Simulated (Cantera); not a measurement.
Feed: 1 mol AlCl3, 1.8 mol N2, a varied amount of H2, at 1748.15 K and 10.0 mbar.

Equilibrium computed with Cantera from the NASA thermochemical tables; the gas is ideal and each condensed phase is pure. Candidate condensed phases: Al, AlCl3, AlN, NH4Cl; 20 gas species. The tables' values for AlCl2 are old estimates; treat these amounts as uncertain. Rates play no part.

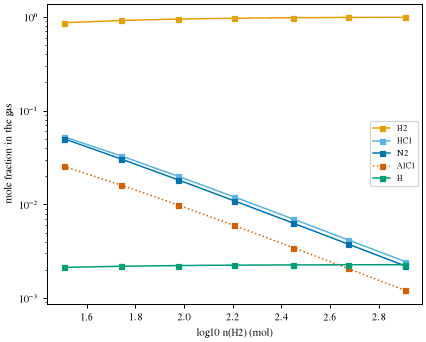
Fig. 1. Equilibrium gas composition (values under 1e-9 drawn at 1e-9)

From 32 mol H2 to 810 mol H2 nothing is condensed. The main Al-bearing gas is AlCl throughout.
